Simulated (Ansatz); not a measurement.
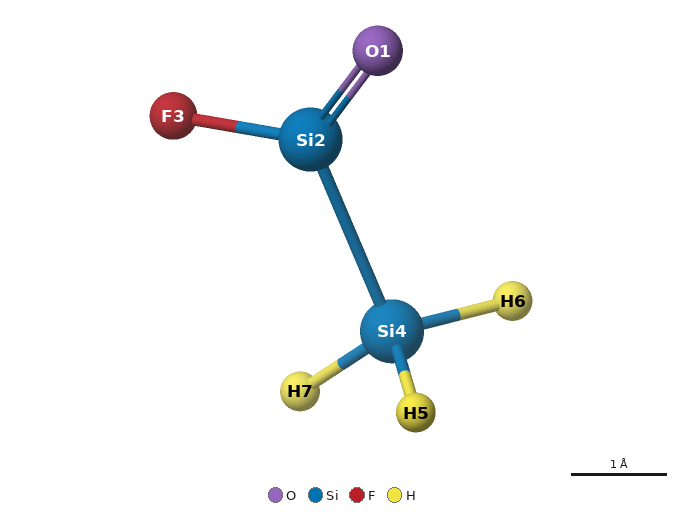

Orthographic view with a scale bar. The geometry was computed by an optimisation with PBE0-D4/def2-TZVP. No frequency run is at hand to confirm it as a minimum.

Reconstruct the coordinates (Å) as seen: x to the right, y up, z towards the viewer, origin at the mean of the atomic positions.

```xyz
7
FH3OSi2
O    0.24   2.09   1.42
Si  -0.46   1.15   0.47
F   -1.91   1.40  -0.13
Si   0.39  -0.87  -0.33
H    0.65  -1.72   0.85
H    1.67  -0.55  -1.02
H   -0.58  -1.50  -1.25
```
